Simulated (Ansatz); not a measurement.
# CH5AlBF: nudged elastic band

System: CH5AlBF.
Method: RKS LDA/def2-SVP (Ansatz 0.2.0).

It belongs to a series of runs on one base structure; here: band between the two ends. Figures and captions count atoms from 1; the log counts them from 0 in places.

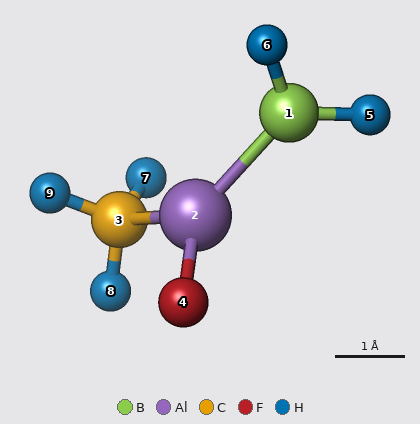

*The starting structure (ball-and-stick view, seen at a tilt; atoms are numbered from 1 in the order of the input). Sticks mark near contacts.*

### Results in brief

| quantity | value |
| --- | --- |
| outcome | converged |
| barrier, forward | 0.107 eV |
| barrier, backward | 0.106 eV |
| hardware | 1 thread of Intel Xeon (Sapphire Rapids), 16 GiB of memory available, shared host |
| wall time | 3.1 min |
| peak memory | 0.13 GiB |

### Notes

The order of the saddle point was not checked.

### Input
```yaml
crystal:
  periodic: [false, false, false]
  atoms:
    - { symbol: B, position_ang: [-0.961655, 1.576467, -0.884513] }
    - { symbol: Al, position_ang: [0.250599, -0.115864, -0.575136] }
    - { symbol: C, position_ang: [0.513089, -1.105113, 1.069207] }
    - { symbol: F, position_ang: [1.120528, -0.653767, -1.90132] }
    - { symbol: H, position_ang: [-2.129499, 1.503891, -1.24377] }
    - { symbol: H, position_ang: [-0.567871, 2.720573, -0.698] }
    - { symbol: H, position_ang: [-0.319649, -0.989372, 1.7957] }
    - { symbol: H, position_ang: [0.654315, -2.188825, 0.864172] }
    - { symbol: H, position_ang: [1.440134, -0.748001, 1.57367] }
basis:
  gaussian: { orbitals: def2-SVP }
hamiltonian:
  xc: lda
neb:
  order_check: false
  images: 7
  f_tol: 0.03
  max_iterations: 60
  final_atoms:
    - { symbol: B, position_ang: [-0.93738966, 1.58896098, -0.87469978] }
    - { symbol: Al, position_ang: [0.22522515, -0.14214455, -0.58931836] }
    - { symbol: C, position_ang: [0.5214887, -1.10015792, 1.06753965] }
    - { symbol: F, position_ang: [1.00319287, -0.74366113, -1.94503942] }
    - { symbol: H, position_ang: [-0.48865517, 2.72052286, -0.74132924] }
    - { symbol: H, position_ang: [-2.12641202, 1.55507292, -1.1631325] }
    - { symbol: H, position_ang: [-0.35480935, -1.06801117, 1.75059171] }
    - { symbol: H, position_ang: [0.78062471, -2.16428122, 0.87714611] }
    - { symbol: H, position_ang: [1.37672577, -0.64631176, 1.61825184] }
  initial_path:
    images:
      - { positions_ang: [[-0.961655, 1.576467, -0.884513], [0.250599, -0.115864, -0.575136], [0.513089, -1.105113, 1.069207], [1.120528, -0.653767, -1.90132], [-2.129499, 1.503891, -1.24377], [-0.567871, 2.720573, -0.698], [-0.319649, -0.989372, 1.7957], [0.654315, -2.188825, 0.864172], [1.440134, -0.748001, 1.57367]] }
      - { positions_ang: [[-0.94898097, 1.59674519, -0.88903323], [0.22560564, -0.11140254, -0.57516571], [0.5201774, -1.10770428, 1.07627384], [1.04173734, -0.69195651, -1.90928855], [-2.11399658, 1.54281267, -1.21320354], [-0.52910227, 2.72092222, -0.74489809], [-0.32827202, -1.11114828, 1.7503273], [0.7771287, -2.1416845, 0.8639429], [1.35569376, -0.69659497, 1.64105507]] }
      - { positions_ang: [[-0.93630695, 1.61702338, -0.89355346], [0.20061229, -0.10694107, -0.57519542], [0.5272658, -1.11029557, 1.08334068], [0.96294668, -0.73014601, -1.9172571], [-2.09849417, 1.58173434, -1.18263708], [-0.49033353, 2.72127145, -0.79179617], [-0.33689505, -1.23292457, 1.7049546], [0.8999424, -2.094544, 0.8637138], [1.27125351, -0.64518895, 1.70844014]] }
      - { positions_ang: [[-0.92363292, 1.63730158, -0.89807369], [0.17561893, -0.10247961, -0.57522513], [0.53435421, -1.11288685, 1.09040753], [0.88415602, -0.76833552, -1.92522565], [-2.08299175, 1.62065601, -1.15207061], [-0.4515648, 2.72162067, -0.83869426], [-0.34551807, -1.35470085, 1.65958191], [1.02275611, -2.04740351, 0.86348471], [1.18681327, -0.59378292, 1.77582521]] }
      - { positions_ang: [[-0.91095889, 1.65757977, -0.90259392], [0.15062557, -0.09801815, -0.57525485], [0.54144261, -1.11547813, 1.09747437], [0.80536537, -0.80652502, -1.9331942], [-2.06748934, 1.65957768, -1.12150415], [-0.41279606, 2.7219699, -0.88559234], [-0.35414109, -1.47647713, 1.61420921], [1.14556981, -2.00026301, 0.86325561], [1.10237303, -0.5423769, 1.84321028]] }
      - { positions_ang: [[-0.91756658, 1.64042507, -0.89562038], [0.16927547, -0.10904975, -0.57877072], [0.53645413, -1.11164808, 1.08999069], [0.85482224, -0.79080905, -1.9361555], [-1.6727808, 1.92481398, -1.02646043], [-0.84120005, 2.43024565, -0.95497738], [-0.35430816, -1.37436064, 1.64830483], [1.05433353, -2.04126756, 0.86672823], [1.17096122, -0.56836061, 1.78697067]] }
      - { positions_ang: [[-0.92417428, 1.62327037, -0.88864685], [0.18792536, -0.12008135, -0.5822866], [0.53146566, -1.10781803, 1.08250701], [0.90427912, -0.77509307, -1.93911681], [-1.27807226, 2.19005027, -0.9314167], [-1.26960404, 2.13852141, -1.02436242], [-0.35447522, -1.27224415, 1.68240046], [0.96309726, -2.08227212, 0.87020086], [1.2395494, -0.59434433, 1.73073106]] }
      - { positions_ang: [[-0.93078197, 1.60611567, -0.88167331], [0.20657526, -0.13111295, -0.58580248], [0.52647718, -1.10398797, 1.07502333], [0.95373599, -0.7593771, -1.94207811], [-0.88336371, 2.45528657, -0.83637297], [-1.69800803, 1.84679716, -1.09374746], [-0.35464229, -1.17012766, 1.71649608], [0.87186098, -2.12327667, 0.87367348], [1.30813759, -0.62032805, 1.67449145]] }
      - { positions_ang: [[-0.93738966, 1.58896098, -0.87469978], [0.22522515, -0.14214455, -0.58931836], [0.5214887, -1.10015792, 1.06753965], [1.00319287, -0.74366113, -1.94503942], [-0.48865517, 2.72052286, -0.74132924], [-2.12641202, 1.55507292, -1.1631325], [-0.35480935, -1.06801117, 1.75059171], [0.78062471, -2.16428122, 0.87714611], [1.37672577, -0.64631176, 1.61825184]] }
```

Launch command:
```bash
ansatz run input.yaml --threads 1 --pin off --max-ram 2048MiB --backend cpu --events-out ev --progress --plain --runs-dir out
```

### What the program printed
```
Engine: ansatz 0.2.0, x86_64-unknown-linux-gnu
Functional definition: SPW92
  exchange = slater_x
  correlation = pw_c
943 factors; their error is unknown
mean field evaluation 1: about -11028.0607 eV, gradient 6.7e1 eV
mean field evaluation 2: about -11005.1477 eV, gradient 1.1e2 eV
mean field evaluation 4: about -11038.6563 eV, gradient 8.9e0 eV
mean field evaluation 8: about -11038.8396 eV, gradient 1.1e-1 eV
mean field evaluation 16: about -11038.7972 eV, gradient 7.2e-5 eV
mean field -11038.79720080 eV, -405.6683147639 hartree, gradient 1.7e-5 eV, S^2 0.000000; 0 other end points of the search recorded, 0 dependent functions left out
the calculation of the forces begins
reference -11038.79723851 eV, -405.6683161498 hartree; 19, 19 occupied and 66, 66 virtual orbitals, 943 factors
943 factors; their error is unknown
mean field evaluation 32: about -11038.7960 eV, gradient 1.5e-3 eV
mean field -11038.79600592 eV, -405.6682708530 hartree, gradient 6.8e-5 eV, S^2 0.000000; 0 other end points of the search recorded, 0 dependent functions left out
[... from here on the field's lines of each further geometry are left out, up to the last ...]
NEB iter   1: max|band force component| = 1.029e3 eV/Å  barrier→ = 119.5164 eV  barrier← = 119.5152 eV  Δτ_max = 0.1984 Å  (286 SCF iters)
NEB iter   2: max|band force component| = 6.362e1 eV/Å  barrier→ = 18.0323 eV  barrier← = 18.0311 eV  Δτ_max = 0.2000 Å  (212 SCF iters)
NEB iter   3: max|band force component| = 5.304e1 eV/Å  barrier→ = 14.1701 eV  barrier← = 14.1689 eV  Δτ_max = 0.1992 Å  (216 SCF iters)
NEB iter   4: max|band force component| = 2.543e1 eV/Å  barrier→ = 10.7316 eV  barrier← = 10.7304 eV  Δτ_max = 0.2000 Å  (211 SCF iters)
NEB iter   5: max|band force component| = 9.794e0 eV/Å  barrier→ = 8.4769 eV  barrier← = 8.4757 eV  Δτ_max = 0.1950 Å  (208 SCF iters)
NEB iter   6: max|band force component| = 1.752e1 eV/Å  barrier→ = 9.5346 eV  barrier← = 9.5334 eV  Δτ_max = 0.0999 Å  (206 SCF iters)
NEB iter   7: max|band force component| = 1.507e1 eV/Å  barrier→ = 8.1624 eV  barrier← = 8.1612 eV  Δτ_max = 0.1000 Å  (195 SCF iters)
NEB iter   8: max|band force component| = 6.448e0 eV/Å  barrier→ = 5.3266 eV  barrier← = 5.3254 eV  Δτ_max = 0.1978 Å  (197 SCF iters)
NEB iter   9: max|band force component| = 4.754e0 eV/Å  barrier→ = 4.1733 eV  barrier← = 4.1721 eV  Δτ_max = 0.1897 Å  (206 SCF iters)
NEB iter  10: max|band force component| = 3.127e0 eV/Å  barrier→ = 3.0813 eV  barrier← = 3.0801 eV  Δτ_max = 0.1980 Å  (204 SCF iters)
NEB iter  11: max|band force component| = 4.755e0 eV/Å  barrier→ = 2.6622 eV  barrier← = 2.6610 eV  Δτ_max = 0.0986 Å  (196 SCF iters)
NEB iter  12: max|band force component| = 2.898e0 eV/Å  barrier→ = 1.9555 eV  barrier← = 1.9543 eV  Δτ_max = 0.0995 Å  (188 SCF iters)
NEB iter  13: max|band force component| = 1.779e0 eV/Å  barrier→ = 1.4087 eV  barrier← = 1.4075 eV  Δτ_max = 0.1016 Å  (191 SCF iters)
NEB iter  14: max|band force component| = 1.802e0 eV/Å  barrier→ = 0.9144 eV  barrier← = 0.9132 eV  Δτ_max = 0.2000 Å  (190 SCF iters)
NEB iter  15: max|band force component| = 1.489e0 eV/Å  barrier→ = 0.3887 eV  barrier← = 0.3875 eV  Δτ_max = 0.2000 Å  (191 SCF iters)
NEB iter  16: max|band force component| = 1.380e0 eV/Å  barrier→ = 0.1056 eV  barrier← = 0.1044 eV  Δτ_max = 0.1978 Å  (187 SCF iters)
NEB iter  17: max|band force component| = 1.915e0 eV/Å  barrier→ = 0.2518 eV  barrier← = 0.2506 eV  Δτ_max = 0.1002 Å  (187 SCF iters)
NEB iter  18: max|band force component| = 3.215e-1 eV/Å  barrier→ = 0.1078 eV  barrier← = 0.1066 eV  CI = image 4  Δτ_max = 0.1984 Å  (190 SCF iters)
NEB iter  19: max|band force component| = 1.770e-1 eV/Å  barrier→ = 0.1071 eV  barrier← = 0.1059 eV  CI = image 4  Δτ_max = 0.0893 Å  (184 SCF iters)
NEB iter  20: max|band force component| = 1.576e-1 eV/Å  barrier→ = 0.1070 eV  barrier← = 0.1058 eV  CI = image 4  Δτ_max = 0.0926 Å  (183 SCF iters)
NEB iter  21: max|band force component| = 1.899e-1 eV/Å  barrier→ = 0.1070 eV  barrier← = 0.1058 eV  CI = image 4  Δτ_max = 0.0464 Å  (182 SCF iters)
NEB iter  22: max|band force component| = 1.609e-1 eV/Å  barrier→ = 0.1070 eV  barrier← = 0.1058 eV  CI = image 4  Δτ_max = 0.0464 Å  (181 SCF iters)
NEB iter  23: max|band force component| = 9.876e-2 eV/Å  barrier→ = 0.1070 eV  barrier← = 0.1058 eV  CI = image 4  Δτ_max = 0.0464 Å  (182 SCF iters)
NEB iter  24: max|band force component| = 1.168e-1 eV/Å  barrier→ = 0.1070 eV  barrier← = 0.1058 eV  CI = image 4  Δτ_max = 0.0232 Å  (183 SCF iters)
NEB iter  25: max|band force component| = 5.958e-2 eV/Å  barrier→ = 0.1070 eV  barrier← = 0.1058 eV  CI = image 4  Δτ_max = 0.0463 Å  (182 SCF iters)
NEB iter  26: max|band force component| = 3.726e-2 eV/Å  barrier→ = 0.1070 eV  barrier← = 0.1058 eV  CI = image 4  Δτ_max = 0.0463 Å  (181 SCF iters)
NEB iter  27: max|band force component| = 4.474e-2 eV/Å  barrier→ = 0.1070 eV  barrier← = 0.1058 eV  CI = image 4  Δτ_max = 0.0232 Å  (162 SCF iters)
the calculation of the forces begins
reference -11038.79392394 eV, -405.6681943414 hartree; 19, 19 occupied and 66, 66 virtual orbitals, 943 factors
943 factors; their error is unknown
mean field evaluation 1632: about -11038.6902 eV, gradient 1.1e-1 eV
mean field -11038.69022849 eV, -405.6643836041 hartree, gradient 2.4e-5 eV, S^2 0.000000; 1 other end points of the search recorded, 0 dependent functions left out
the calculation of the forces begins
reference -11038.69026667 eV, -405.6643850070 hartree; 19, 19 occupied and 66, 66 virtual orbitals, 943 factors
NEB iter  28: max|band force component| = 2.816e-2 eV/Å  barrier→ = 0.1070 eV  barrier← = 0.1058 eV  CI = image 4  Δτ_max = 0.0000 Å  (352 SCF iters)
```

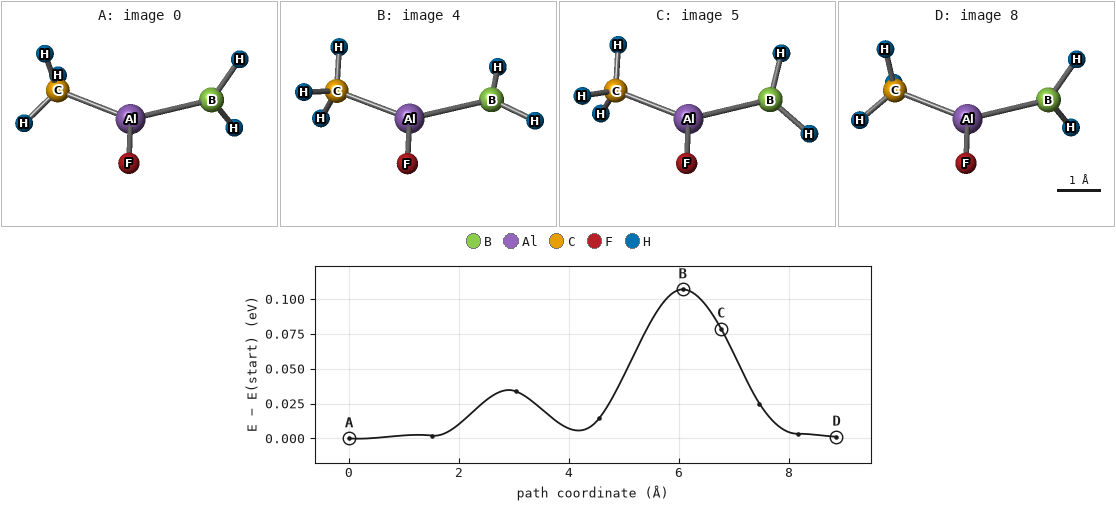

*Images of the last band (counted from 0; ball-and-stick, seen at a tilt) above the energy along the path; the line is a cubic interpolation that uses the forces.*

The highest image is number 4, 0.107 eV above the start and 0.106 eV above the end (the climbing image); the end lies 0.001 eV above the start. The path is 8.86 Å long. The band converged in 28 iterations.

```
Total energy: -11038.69026667 eV, -405.6643850070 hartree
Atom 0 at    -0.857948     1.671375    -0.858636 Å, force     0.000077    -0.000441     0.000124 eV/Å
Atom 1 at     0.258985    -0.124443    -0.576340 Å, force     0.000074     0.000238    -0.000169 eV/Å
Atom 2 at     0.476706    -1.140436     1.055799 Å, force     0.000385    -0.000576     0.000546 eV/Å
Atom 3 at     1.019756    -0.756902    -1.926260 Å, force    -0.000049     0.000170     0.000213 eV/Å
Atom 4 at    -1.439083     2.223115     0.065954 Å, force    -0.000167    -0.000013     0.000412 eV/Å
Atom 5 at    -0.963205     2.219115    -1.945441 Å, force     0.000074     0.000148    -0.000576 eV/Å
Atom 6 at    -0.380414    -1.842382     1.176558 Å, force    -0.000237     0.000319     0.000013 eV/Å
Atom 7 at     1.400999    -1.756391     1.049132 Å, force    -0.000125     0.000016    -0.000272 eV/Å
Atom 8 at     0.484196    -0.493062     1.959242 Å, force    -0.000032     0.000138    -0.000290 eV/Å
Dipole moment:    -0.155709     0.100907     0.322559 e Å
this run last wrote the band of iteration 28 to [file]
```

### The last band as extended XYZ (Å, eV, eV/Å)
```
9
Properties=species:S:1:pos:R:3:forces:R:3 image=0 energy=-11038.79720
B    -0.9617    1.5765   -0.8845   -0.0007   0.0034  -0.0070
Al    0.2506   -0.1159   -0.5751    0.0013   0.0065   0.0113
C     0.5131   -1.1051    1.0692    0.0026  -0.0024   0.0130
F     1.1205   -0.6538   -1.9013    0.0023  -0.0019  -0.0048
H    -2.1295    1.5039   -1.2438    0.0012   0.0004   0.0022
H    -0.5679    2.7206   -0.6980   -0.0025  -0.0066   0.0007
H    -0.3196   -0.9894    1.7957    0.0078  -0.0013  -0.0073
H     0.6543   -2.1888    0.8642   -0.0029   0.0080   0.0010
H     1.4401   -0.7480    1.5737   -0.0091  -0.0060  -0.0091
9
Properties=species:S:1:pos:R:3:forces:R:3 image=1 energy=-11038.79519
B    -0.8528    1.6434   -0.8603   -0.0007  -0.0006  -0.0011
Al    0.1670   -0.1792   -0.5975   -0.0015   0.0026   0.0058
C     0.5420   -1.0919    1.0696   -0.0006  -0.0009  -0.0012
F     0.6856   -0.9394   -1.9967   -0.0008  -0.0034  -0.0044
H    -2.0700    1.7138   -0.9678    0.0011   0.0012  -0.0012
H    -0.2862    2.7276   -0.8964    0.0009  -0.0001   0.0014
H    -0.3675   -1.6314    1.4188    0.0023  -0.0015  -0.0003
H     1.3479   -1.8467    0.9448    0.0010   0.0029   0.0005
H     0.8341   -0.3961    1.8856   -0.0018  -0.0002   0.0005
9
Properties=species:S:1:pos:R:3:forces:R:3 image=2 energy=-11038.76336
B    -0.7697    1.6966   -0.8617    0.0041   0.0011  -0.0045
Al   -0.0604   -0.2740   -0.5820    0.0046   0.0006  -0.0019
C     0.5659   -1.0743    1.0656   -0.0036  -0.0045   0.0016
F     0.0522   -1.2404   -1.9454    0.0212   0.0130   0.0036
H    -1.8566    1.9636   -1.3560   -0.0017   0.0001   0.0542
H    -0.1141    2.6697   -0.5084   -0.0063  -0.0026  -0.0549
H     0.1518   -2.0924    1.2295   -0.0112  -0.0011  -0.0125
H     1.6719   -1.1895    0.9919    0.0025  -0.0053   0.0080
H     0.3589   -0.4593    1.9666   -0.0096  -0.0014   0.0063
9
Properties=species:S:1:pos:R:3:forces:R:3 image=3 energy=-11038.78283
B    -0.8268    1.6716   -0.8492   -0.0031  -0.0004   0.0007
Al    0.1702   -0.1677   -0.5930   -0.0003  -0.0017  -0.0003
C     0.5329   -1.1012    1.0640    0.0031  -0.0001  -0.0009
F     0.6514   -0.9530   -1.9919   -0.0198  -0.0101  -0.0028
H    -2.0123    1.8209   -0.5843   -0.0181  -0.0129  -0.0282
H    -0.2757    2.6867   -1.2504    0.0253   0.0151   0.0283
H    -0.2844   -1.8399    1.2332    0.0061   0.0005   0.0053
H     1.4824   -1.6763    1.0148    0.0038   0.0067  -0.0022
H     0.5622   -0.4411    1.9567    0.0028   0.0030   0.0001
9
Properties=species:S:1:pos:R:3:forces:R:3 image=4 energy=-11038.69023
B    -0.8579    1.6714   -0.8586    0.0001  -0.0004   0.0001
Al    0.2590   -0.1244   -0.5763    0.0001   0.0002  -0.0002
C     0.4767   -1.1404    1.0558    0.0004  -0.0006   0.0005
F     1.0198   -0.7569   -1.9263    0.0000   0.0002   0.0002
H    -1.4391    2.2231    0.0660   -0.0002   0.0000   0.0004
H    -0.9632    2.2191   -1.9454    0.0001   0.0001  -0.0006
H    -0.3804   -1.8424    1.1766   -0.0002   0.0003   0.0000
H     1.4010   -1.7564    1.0491   -0.0001   0.0000  -0.0003
H     0.4842   -0.4931    1.9592    0.0000   0.0001  -0.0003
9
Properties=species:S:1:pos:R:3:forces:R:3 image=5 energy=-11038.71839
B    -0.8777    1.6487   -0.8637   -0.0069   0.0092  -0.0057
Al    0.1802   -0.1742   -0.5939    0.0064   0.0012   0.0021
C     0.5276   -1.1082    1.0660   -0.0005   0.0008   0.0004
F     0.8097   -0.8812   -1.9744    0.0243   0.0150   0.0013
H    -0.8749    2.5364   -0.0211    0.0369   0.0139  -0.0157
H    -1.5417    1.8901   -1.8612   -0.0367  -0.0262   0.0202
H    -0.3614   -1.6891    1.3998   -0.0095  -0.0033  -0.0012
H     1.3697   -1.8255    0.9620   -0.0070  -0.0057  -0.0013
H     0.7685   -0.3971    1.8866   -0.0070  -0.0050  -0.0001
9
Properties=species:S:1:pos:R:3:forces:R:3 image=6 energy=-11038.77223
B    -0.8811    1.6377   -0.8517   -0.0046  -0.0039  -0.0034
Al    0.0818   -0.2236   -0.5988    0.0001   0.0135  -0.0218
C     0.5984   -1.0720    1.0626    0.0026  -0.0120   0.0286
F     0.4644   -1.0471   -2.0060    0.0214   0.0113   0.0015
H    -0.3766    2.6964   -0.5015    0.0230   0.0074  -0.0323
H    -1.9944    1.7536   -1.3445   -0.0236  -0.0109   0.0367
H    -0.2779   -1.5085    1.5923   -0.0055   0.0056  -0.0063
H     1.3234   -1.8954    0.8862   -0.0046   0.0001  -0.0033
H     1.0620   -0.3411    1.7615   -0.0088  -0.0111   0.0003
9
Properties=species:S:1:pos:R:3:forces:R:3 image=7 energy=-11038.79389
B    -0.8876    1.6165   -0.8671    0.0003   0.0015  -0.0013
Al    0.2068   -0.1611   -0.5955   -0.0017  -0.0004   0.0023
C     0.5217   -1.1040    1.0677    0.0016   0.0030  -0.0004
F     0.8779   -0.8269   -1.9779    0.0000  -0.0008  -0.0005
H    -0.3795    2.7282   -0.8021   -0.0005  -0.0004   0.0011
H    -2.0923    1.6317   -1.0829    0.0005  -0.0004  -0.0010
H    -0.4345   -1.3950    1.5564    0.0000  -0.0006   0.0001
H     1.1201   -2.0256    0.9052   -0.0001  -0.0005  -0.0004
H     1.0674   -0.4639    1.7962    0.0000  -0.0015   0.0001
9
Properties=species:S:1:pos:R:3:forces:R:3 image=8 energy=-11038.79601
B    -0.9374    1.5890   -0.8747    0.0077   0.0122  -0.0043
Al    0.2252   -0.1421   -0.5893   -0.0071   0.0014  -0.0001
C     0.5215   -1.1002    1.0675   -0.0029  -0.0113   0.0124
F     1.0032   -0.7437   -1.9450    0.0020   0.0021   0.0009
H    -0.4887    2.7205   -0.7413   -0.0075  -0.0109  -0.0004
H    -2.1264    1.5551   -1.1631    0.0016  -0.0002   0.0001
H    -0.3548   -1.0680    1.7506    0.0079   0.0020  -0.0038
H     0.7806   -2.1643    0.8771   -0.0003   0.0104   0.0008
H     1.3767   -0.6463    1.6183   -0.0013  -0.0059  -0.0057
```
